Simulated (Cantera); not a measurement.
A closed system holds: 1 mol AlCl3, 7.5 mol H2O, 500 mol N2, held at 0.00180 bar.

These are equilibrium values from Cantera (NASA tables, ideal gas, pure condensed phases), not measurements of a reactor. Candidate condensed phases: Al, AlCl3, AlN, Al2O3, H2O, NH4Cl; 45 gas species. Kinetics and transport are ignored.

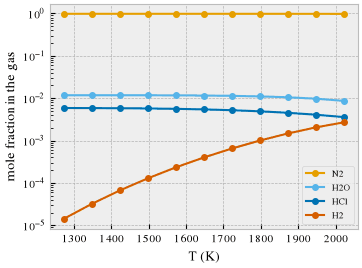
*Equilibrium gas composition (values under 1e-9 drawn at 1e-9)*

Task: Read off the mole fractions at 1498 K.

Result: N2 about 0.98, H2O about 0.012, HCl about 0.0057, H2 about 0.00013.
